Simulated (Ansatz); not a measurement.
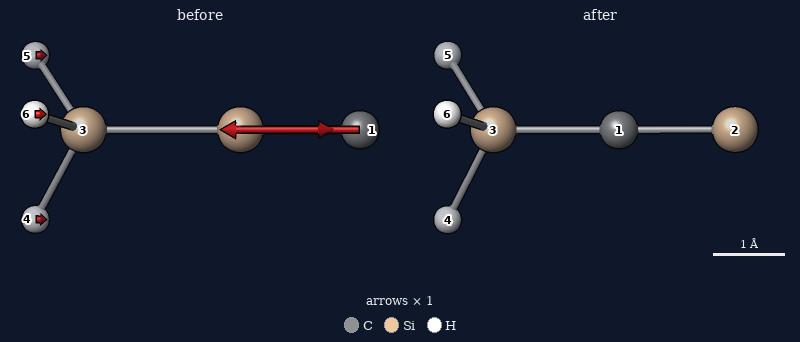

The structure of CH$_{3}$Si$_{2}$ (charge −1) before (left) and after (right) a relaxation, at one scale. The red arrows give the displacements, at their true length.

A ball-and-stick model, seen face on.

These are results of RKS PBE0-D4/def2-TZVPD (Ansatz 0.2.0), not measurements. (force threshold 0.005 eV/Å; at most 200 steps)

Question: What changed between the two?

Answer: C1 moves most after the best rigid fit: 2.00 Å. By element the largest moves are C 2.00 Å, Si 1.34 Å, H 0.18 Å. Among the contacts that change: C1–Si3 3.920 → 1.780 Å, Si2–Si3 2.226 → 3.427 Å, C1–Si2 1.695 → 1.647 Å, Si3–H4 1.521 → 1.510 Å. New bonds form: C1–Si3 (3.92 → 1.78 Å). Bonds break: Si2–Si3 (2.23 → 3.43 Å). After 31 accepted moves (32 points after the start) the energy has fallen by 69.9 kcal/mol. Largest force component: 1.4 eV/Å at the start, 0.0027 eV/Å at the end. The line search rejected the trial step at point 27 of the run. The forces were under the threshold at step 4, but the run went on from there.
